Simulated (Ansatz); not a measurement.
# H2O (singlet): one geometry, many settings at distance O1–H2 = 1.181 Å

Aim: run H2O (singlet) at one geometry under a spread of methods and options, and see what each costs and gives.

Program: Ansatz 0.2.0, Gaussian basis. Level of theory: the settings change from run to run. These are calculated values, not measurements.

21 further runs of the same task are left out: 12 that didn't finish, 9 set aside as unsound or not needed.

### Step 1. What is computed

The geometry derives from a PBE0/def2-TZVP stationary point (not a proven minimum). One bond is set to the value named and the two fragments are kept rigid.

3 atoms, charge 0, spin multiplicity 1.

Atoms are counted from 1 here; the program's logs count them from 0.

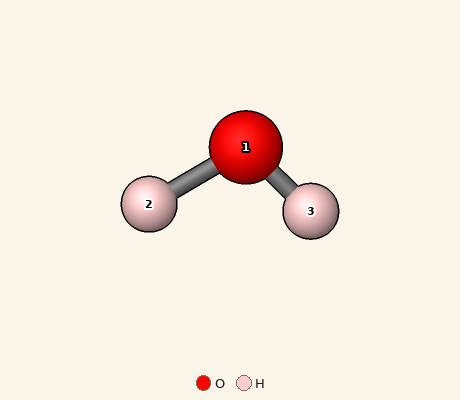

The geometry (oxygen red, hydrogen pink); atoms are numbered from 1 in the order of the file.

### Step 2. CCSDT(Q) on RHF/cc-pVDZ

in.yaml

```yaml
crystal:
  periodic: [false, false, false]
  atoms:
    - {symbol: O, position_ang: [0.000000, -0.072856, 0.009834]}
    - {symbol: H, position_ang: [0.000000, 0.645603, -0.927490]}
    - {symbol: H, position_ang: [0.000000, 0.510872, 0.771384]}
basis:
  gaussian: {orbitals: cc-pVDZ}
magnetization: {spin_polarized: false}
hamiltonian: {pseudopotentials: {relativity: scalar}}
correlation: {method: ccsdt_q, electrons: outside_noble_gas}
scf: {omitted_lower_state_checks: [cluster_reference]}
```

Launch:

```
> ansatz run in.yaml --threads 1 --pin off --events-out ev --progress --plain --max-ram 2393MiB
```

The log of the run, shortened:

```text
Functional definition: HF
  name "HF"
  cite "Fock, Z. Phys. 61, 126 (1930) doi:10.1007/BF01340294"
  parent pbe
[...]
387 factors; integrals over basis functions are off by at most 1.7e-7 eV
[...]
mean field -2069.09411939 eV, -76.0378064052 hartree, gradient 1.6e-6 eV, S^2 0.000000; 0 other end points of the search recorded, 0 dependent functions left out
1 core orbitals not correlated: weight in the atoms' cores, before any rotation towards them, 1.000 or more for the frozen orbitals, at most 0.000 for the correlated occupied ones
reference -2069.09411939 eV, -76.0378064052 hartree; 4, 4 occupied and 19, 19 virtual orbitals, 387 factors
second order -5.70197598 eV of doubles, -0.00000000 eV of singles
cycle   1  -5.81035751 eV  change   -1.1e-1 eV  update   4.7e-2
[...]
cycle  12  -6.08394898 eV  change    6.7e-9 eV  update   3.9e-7
perturbative correction -0.01741631 eV, -0.0006400375 hartree
Total energy: -2075.19548468 eV, -76.2620274438 hartree
Relativity: scalar
Checks for a lower state left out: cluster_reference
```

Run time: 0.54 s. Hardware: 1 thread of Arm Neoverse V2, shared host.

From the report: correlation -6.1014 eV; T1 0.008; largest double amplitude 0.05.

### Step 3. NEVPT2(4,6)/cc-pVDZ

in.yaml

```yaml
crystal:
  periodic: [false, false, false]
  atoms:
    - {symbol: O, position_ang: [0.000000, -0.072856, 0.009834]}
    - {symbol: H, position_ang: [0.000000, 0.645603, -0.927490]}
    - {symbol: H, position_ang: [0.000000, 0.510872, 0.771384]}
basis:
  gaussian: {orbitals: cc-pVDZ}
correlation: {method: sc_nevpt2, electrons: valence, active_space: {window: {electrons: 4, orbitals: 6}}}
accuracy: high
```

The command is unchanged.

The log of the run, shortened:

```text
Functional definition: HF
  name "HF"
  cite "Fock, Z. Phys. 61, 126 (1930) doi:10.1007/BF01340294"
  parent pbe
[...]
434 factors; integrals over basis functions are off by at most 2.8e-9 eV
[...]
mean field -2067.76950223 eV, -75.9891276223 hartree, gradient 9.3e-9 eV, S^2 0.000000; 0 other end points of the search recorded, 0 dependent functions left out
reference -2067.76950223 eV, -75.9891276223 hartree; 5, 5 occupied and 19, 19 virtual orbitals, 434 factors
state -2069.82555875 eV, -76.0646863061 hartree
state -2069.82555875 eV, -76.0646863061 hartree; corrected -2073.56234232 eV, -76.2020105692 hartree
state -2069.64600635 eV, -76.0580878770 hartree
state -2069.64600635 eV, -76.0580878770 hartree; corrected -2073.42309686 eV, -76.1968933931 hartree
state -2069.82555875 eV, -76.0646863061 hartree; corrected -2073.56234232 eV, -76.2020105692 hartree
Total energy: -2073.56234232 eV, -76.2020105692 hartree
```

It took 0.99 s on 1 thread of Arm Neoverse V2, shared host.

From the report: 225 determinants; active occupations 1.97, 1.95, 0.05, 0.02, 0.00, 0.00.

### Step 4. NEVPT2(8,6)/def2-SVPD

in.yaml

```yaml
crystal:
  periodic: [false, false, false]
  atoms:
    - {symbol: O, position_ang: [0.000000, -0.072856, 0.009834]}
    - {symbol: H, position_ang: [0.000000, 0.645603, -0.927490]}
    - {symbol: H, position_ang: [0.000000, 0.510872, 0.771384]}
basis:
  gaussian: {orbitals: def2-SVPD}
correlation: {method: sc_nevpt2, electrons: all, active_space: {window: {electrons: 8, orbitals: 6}, states: [{multiplicity: 1, weights: [0.5, 1]}], root: 1}}
output: {forces: true}
```

Launched as before.

The log of the run, shortened:

```text
Functional definition: HF
  name "HF"
  cite "Fock, Z. Phys. 61, 126 (1930) doi:10.1007/BF01340294"
  parent pbe
[...]
600 factors; integrals over basis functions are off by at most 2.5e-7 eV
[...]
mean field -2066.31297502 eV, -75.9356012348 hartree, gradient 1.2e-6 eV, S^2 0.000000; 0 other end points of the search recorded, 0 dependent functions left out
reference -2066.31297502 eV, -75.9356012348 hartree; 5, 5 occupied and 34, 34 virtual orbitals, 600 factors
state -2067.19419898 eV, -75.9679856179 hartree
state -2061.42908298 eV, -75.7561215129 hartree
state -2067.19419898 eV, -75.9679856179 hartree; corrected -2071.91649757 eV, -76.1415268904 hartree
state -2061.42908298 eV, -75.7561215129 hartree; corrected -2065.41082987 eV, -75.9024480121 hartree
[...]
Total energy: -2065.41082987 eV, -75.9024480121 hartree
Atom 0 at     0.000000    -0.072856     0.009834 Å, force     0.000000    -3.042180     0.821491 eV/Å
Atom 1 at     0.000000     0.645603    -0.927490 Å, force     0.000000     1.832612    -2.353407 eV/Å
Atom 2 at     0.000000     0.510872     0.771384 Å, force    -0.000000     1.209568     1.531916 eV/Å
Dipole moment:    -0.000000    -0.177422     0.557105 e Å
```

It took 0.66 s on 1 thread of Arm Neoverse V2, shared host.

From the report: 125 determinants; active occupations (of the averaged states) 2.00, 1.98, 1.96, 1.33, 0.71, 0.02.

### Step 5. CCSD(T) on RHF/x2c-TZVPPall

in.yaml

```yaml
crystal:
  periodic: [false, false, false]
  atoms:
    - {symbol: O, position_ang: [0.000000, -0.072856, 0.009834]}
    - {symbol: H, position_ang: [0.000000, 0.645603, -0.927490]}
    - {symbol: H, position_ang: [0.000000, 0.510872, 0.771384]}
basis:
  gaussian: {orbitals: x2c-TZVPPall}
magnetization: {spin_polarized: false}
correlation: {method: ccsd_t, electrons: valence}
output: {forces: true}
```

The command is unchanged.

The log of the run, shortened:

```text
Functional definition: HF
  name "HF"
  cite "Fock, Z. Phys. 61, 126 (1930) doi:10.1007/BF01340294"
  parent pbe
[...]
357 factors; integrals over basis functions are off by at most 9.5e-4 eV
[...]
mean field -2070.10986096 eV, -76.0751342195 hartree, gradient 4.9e-6 eV, S^2 0.000000; 0 other end points of the search recorded, 0 dependent functions left out
1 core orbitals not correlated: weight in the atoms' cores, before any rotation towards them, 1.000 or more for the frozen orbitals, at most 0.000 for the correlated occupied ones
reference -2070.10986096 eV, -76.0751342195 hartree; 4, 4 occupied and 54, 54 virtual orbitals, 357 factors
second order -7.33606636 eV of doubles, -0.00000000 eV of singles
cycle   1  -7.27900794 eV  change    5.7e-2 eV  update   5.0e-2
[...]
cycle   9  -7.48501361 eV  change    6.9e-6 eV  update   3.3e-6
perturbative correction -0.23674277 eV, -0.0087001362 hartree
[...]
Total energy: -2077.83161734 eV, -76.3589035325 hartree
Relativity: scalar
Atom 0 at     0.000000    -0.072856     0.009834 Å, force    -0.000000     2.782317    -4.561888 eV/Å
Atom 1 at     0.000000     0.645603    -0.927490 Å, force     0.000000    -3.192337     4.762086 eV/Å
Atom 2 at     0.000000     0.510872     0.771384 Å, force     0.000000     0.410020    -0.200197 eV/Å
Dipole moment:     0.000000     0.405230    -0.022178 e Å
```

It took 1.5 s on 1 thread of Arm Neoverse V2, shared host.

From the report: correlation -7.7218 eV; T1 0.010; largest double amplitude 0.04.

### Step 6. NEVPT2(8,5)/def2-SVP

in.yaml

```yaml
crystal:
  periodic: [false, false, false]
  atoms:
    - {symbol: O, position_ang: [0.000000, -0.072856, 0.009834]}
    - {symbol: H, position_ang: [0.000000, 0.645603, -0.927490]}
    - {symbol: H, position_ang: [0.000000, 0.510872, 0.771384]}
basis:
  gaussian: {orbitals: def2-SVP}
correlation: {method: sc_nevpt2, electrons: all, active_space: {window: {electrons: 8, orbitals: 5}, states: [{multiplicity: 1, weights: [1, 1, 1]}, {multiplicity: 3, weights: [1]}], root: 1}}
output: {forces: true}
```

Launched as before.

The log of the run, shortened:

```text
Functional definition: HF
  name "HF"
  cite "Fock, Z. Phys. 61, 126 (1930) doi:10.1007/BF01340294"
  parent pbe
[...]
389 factors; integrals over basis functions are off by at most 1.2e-7 eV
[...]
mean field -2065.95664941 eV, -75.9225065099 hartree, gradient 1.8e-6 eV, S^2 0.000000; 0 other end points of the search recorded, 0 dependent functions left out
reference -2065.95664941 eV, -75.9225065099 hartree; 5, 5 occupied and 19, 19 virtual orbitals, 389 factors
state -2066.09759016 eV, -75.9276859872 hartree
state -2060.38442482 eV, -75.7177310334 hartree
state -2057.08487591 eV, -75.5964748475 hartree
state -2066.09759016 eV, -75.9276859872 hartree; corrected -2071.16913802 eV, -76.1140619334 hartree
state -2060.38442482 eV, -75.7177310334 hartree; corrected -2064.45302919 eV, -75.8672494860 hartree
state -2057.08487591 eV, -75.5964748475 hartree; corrected -2061.56020072 eV, -75.7609400007 hartree
state -2060.94387646 eV, -75.7382905021 hartree
state -2060.94387646 eV, -75.7382905021 hartree; corrected -2065.07016570 eV, -75.8899288347 hartree
[...]
Total energy: -2064.45302919 eV, -75.8672494860 hartree
Atom 0 at     0.000000    -0.072856     0.009834 Å, force     0.000000    -3.576871     2.778527 eV/Å
Atom 1 at     0.000000     0.645603    -0.927490 Å, force    -0.000000     2.841193    -3.569771 eV/Å
Atom 2 at     0.000000     0.510872     0.771384 Å, force    -0.000000     0.735678     0.791244 eV/Å
Dipole moment:     0.000000    -0.045100     0.598271 e Å
```

Run time: 0.21 s. Hardware: 1 thread of Arm Neoverse V2, shared host.

From the report: 17 determinants; active occupations (of the averaged states) 2.00, 1.97, 1.75, 1.50, 0.78.

### Step 7. CISD/cc-pVDZ

in.yaml

```yaml
crystal:
  periodic: [false, false, false]
  atoms:
    - {symbol: O, position_ang: [0.000000, -0.072856, 0.009834]}
    - {symbol: H, position_ang: [0.000000, 0.645603, -0.927490]}
    - {symbol: H, position_ang: [0.000000, 0.510872, 0.771384]}
basis:
  gaussian: {orbitals: cc-pVDZ}
correlation: {active_space: {ras: {orbitals: [4, 0, 19], electrons: 8, max_holes: 2, max_particles: 2}, fixed_orbitals: true}}
output: {forces: true}
```

The command is unchanged.

The log of the run, shortened:

```text
Functional definition: HF
  name "HF"
  cite "Fock, Z. Phys. 61, 126 (1930) doi:10.1007/BF01340294"
  parent pbe
[...]
220 factors; integrals over basis functions are off by at most 1.4e-3 eV
[...]
mean field -2067.76949360 eV, -75.9891273055 hartree, gradient 1.5e-6 eV, S^2 0.000000; 0 other end points of the search recorded, 0 dependent functions left out
reference -2067.76949360 eV, -75.9891273055 hartree; 5, 5 occupied and 19, 19 virtual orbitals, 220 factors
state -2073.48698206 eV, -76.1992411308 hartree
[...]
Total energy: -2073.48698206 eV, -76.1992411308 hartree
Atom 0 at     0.000000    -0.072856     0.009834 Å, force     0.000000     2.690805    -4.830382 eV/Å
Atom 1 at     0.000000     0.645603    -0.927490 Å, force    -0.000000    -3.259737     4.965976 eV/Å
Atom 2 at     0.000000     0.510872     0.771384 Å, force    -0.000000     0.568932    -0.135594 eV/Å
Dipole moment:    -0.000000     0.413286    -0.013231 e Å
```

It took 0.39 s on 1 thread of Arm Neoverse V2, shared host.

From the report: 4,171 determinants.

### Step 8. HF/cc-pVTZ

in.yaml

```yaml
crystal:
  periodic: [false, false, false]
  atoms:
    - {symbol: O, position_ang: [0.000000, -0.072856, 0.009834]}
    - {symbol: H, position_ang: [0.000000, 0.645603, -0.927490]}
    - {symbol: H, position_ang: [0.000000, 0.510872, 0.771384]}
basis:
  gaussian: {orbitals: cc-pVTZ}
magnetization: {spin_polarized: false}
hamiltonian: {xc: hf}
output: {orbitals: {seedname: orbitals}}
```

The command is unchanged.

The log of the run:

```text
Functional definition: HF
  name "HF"
  cite "Fock, Z. Phys. 61, 126 (1930) doi:10.1007/BF01340294"
  parent pbe
  exchange = exact_x
  correlation = 0
336 factors; their error is unknown
mean field evaluation 1: about -2066.5747 eV, gradient 3.3e1 eV
mean field evaluation 2: about -2067.7167 eV, gradient 2.3e1 eV
mean field evaluation 4: about -2068.5408 eV, gradient 5.3e-1 eV
mean field evaluation 8: about -2068.5587 eV, gradient 2.8e-1 eV
mean field -2068.55877004 eV, -76.0181326795 hartree, gradient 7.3e-5 eV, S^2 0.000000; 0 other end points of the search recorded, 0 dependent functions left out
reference -2068.55877004 eV, -76.0181326795 hartree; 5, 5 occupied and 53, 53 virtual orbitals, 336 factors
Total energy: -2068.55877004 eV, -76.0181326795 hartree
```

Wall time 0.09 s (1 thread of Arm Neoverse V2, shared host).

### Step 9. MP2 on UHF/aug-cc-pVDZ

Edit in.yaml of step 8 so:

```diff
@@ -7,5 +7,5 @@
 basis:
-  gaussian: {orbitals: cc-pVTZ}
-magnetization: {spin_polarized: false}
-hamiltonian: {xc: hf}
-output: {orbitals: {seedname: orbitals}}
+  gaussian: {orbitals: aug-cc-pVDZ}
+magnetization: {spin_polarized: true, initial_magnetization: 0}
+correlation: {method: mp2, electrons: valence}
+output: {forces: true}
```

Same command.

The log of the run, shortened:

```text
Functional definition: HF
  name "HF"
  cite "Fock, Z. Phys. 61, 126 (1930) doi:10.1007/BF01340294"
  parent pbe
[...]
385 factors; integrals over basis functions are off by at most 9.9e-4 eV
[...]
mean field -2068.15215769 eV, -76.0031899512 hartree, gradient 1.1e-6 eV, S^2 0.000000; 0 other end points of the search recorded, 0 dependent functions left out
1 core orbitals not correlated: weight in the atoms' cores, before any rotation towards them, 1.000 or more for the frozen orbitals, at most 0.000 for the correlated occupied ones
reference -2068.15215769 eV, -76.0031899512 hartree; 4, 4 occupied and 36, 36 virtual orbitals, 385 factors
second order -6.23802005 eV of doubles, -0.00000000 eV of singles
[...]
Total energy: -2074.39017774 eV, -76.2324329597 hartree
Atom 0 at     0.000000    -0.072856     0.009834 Å, force    -0.000000     2.545196    -4.868723 eV/Å
Atom 1 at     0.000000     0.645603    -0.927490 Å, force    -0.000000    -3.184761     4.677481 eV/Å
Atom 2 at     0.000000     0.510872     0.771384 Å, force     0.000000     0.639565     0.191242 eV/Å
Dipole moment:    -0.000000     0.397774    -0.036698 e Å
```

It took 0.27 s on 1 thread of Arm Neoverse V2, shared host.

From the report: ⟨S²⟩ of the determinant 0.000 (pure singlet: 0.00).

### Step 10. CCSDT(Q)/B/6-31++G**

Edit in.yaml of step 9 so:

```diff
@@ -7,5 +7,7 @@
 basis:
-  gaussian: {orbitals: aug-cc-pVDZ}
+  gaussian: {orbitals: "6-31++G**"}
 magnetization: {spin_polarized: true, initial_magnetization: 0}
-correlation: {method: mp2, electrons: valence}
+hamiltonian: {xc: {name: PBE}}
+correlation: {method: ccsdt_q_b, electrons: outside_noble_gas}
+scf: {lower_state_search: full}
 output: {forces: true}
```

Same command.

The log of the run, shortened:

```text
Functional definition: PBE
  name "PBE"
  cite "Perdew, Burke & Ernzerhof, Phys. Rev. Lett. 77, 3865 (1996) doi:10.1103/PhysRevLett.77.3865"
  parent pbe
[...]
487 factors; integrals over basis functions are off by at most 2.1e-7 eV
[...]
mean field -2076.85886131 eV, -76.3231554076 hartree, gradient 6.0e-6 eV, S^2 0.000000; 0 other end points of the search recorded, 0 dependent functions left out
1 core orbitals not correlated: weight in the atoms' cores, before any rotation towards them, 1.000 or more for the frozen orbitals, at most 0.000 for the correlated occupied ones
reference -2067.61359824 eV, -75.9833982566 hartree; 4, 4 occupied and 26, 26 virtual orbitals, 487 factors
second order -5.98953047 eV of doubles, -0.18015780 eV of singles
cycle   1  -5.96777466 eV  change    2.0e-1 eV  update   6.6e-2
[...]
cycle  14  -6.30116217 eV  change    8.8e-9 eV  update   2.3e-7
perturbative correction -0.02123414 eV, -0.0007803401 hartree
[...]
Total energy: -2073.93599454 eV, -76.2157420352 hartree
Atom 0 at     0.000000    -0.072856     0.009834 Å, force     0.000000     2.704905    -4.789545 eV/Å
Atom 1 at     0.000000     0.645603    -0.927490 Å, force    -0.000000    -3.224697     4.621379 eV/Å
Atom 2 at     0.000000     0.510872     0.771384 Å, force    -0.000000     0.519793     0.168166 eV/Å
Dipole moment:    -0.000000     0.460571    -0.017272 e Å
```

Run time: 38 s. Hardware: 1 thread of Arm Neoverse V2, shared host; peak memory 0.58 GiB.

From the report: ⟨S²⟩ of the determinant 0.000 (pure singlet: 0.00); correlation -6.3224 eV; T1 0.011; largest double amplitude 0.05. The orbitals are Kohn-Sham ones, so correlation energy and T1 don't compare with those on Hartree-Fock orbitals.

### Step 11. The runs in one table

Where basis and cores are those of an earlier RCCSDT(Q)/cc-pVTZ run (-2076.3009 eV), and the state is the same kind, the miss against it is given.

```csv
level,correlated,functions,energy (eV),from RCCSDT(Q) (meV),time
CCSDT(Q) on RHF/cc-pVDZ (relativity set),outside noble gas,24,-2075.1955,,0.54 s
"NEVPT2(4,6)/cc-pVDZ",valence,24,-2073.5623,,0.99 s
"NEVPT2(8,6)/def2-SVPD (excited root 1 of an average)",all,39,-2065.4108,,0.66 s
CCSD(T) on RHF/x2c-TZVPPall,valence,59,-2077.8316,,1.5 s
"NEVPT2(8,5)/def2-SVP (excited root 1 of an average)",all,24,-2064.4530,,0.21 s
CISD/cc-pVDZ,outside noble gas,24,-2073.4870,,0.39 s
HF/cc-pVTZ,,58,-2068.5588,7742.1,0.09 s
MP2 on UHF/aug-cc-pVDZ,valence,41,-2074.3902,,0.27 s
CCSDT(Q)/B/6-31++G** (on PBE orbitals),outside noble gas,31,-2073.9360,,38 s
```

### Step 12. Summary of results

```
quantity                                         value
    runs                                             9
quickest                            HF/cc-pVTZ, 0.09 s
 slowest  CCSDT(Q)/B/6-31++G** (on PBE orbitals), 38 s
```

In words: Total energies in different bases, with other cores or another treatment of relativity can't be set against each other. CCSDT(Q)/B/6-31++G** (on PBE orbitals) took 423 times as long as HF/cc-pVTZ; the jobs differ in more than the method. Hartree-Fock, CASSCF and CASCI lack dynamic correlation by design.
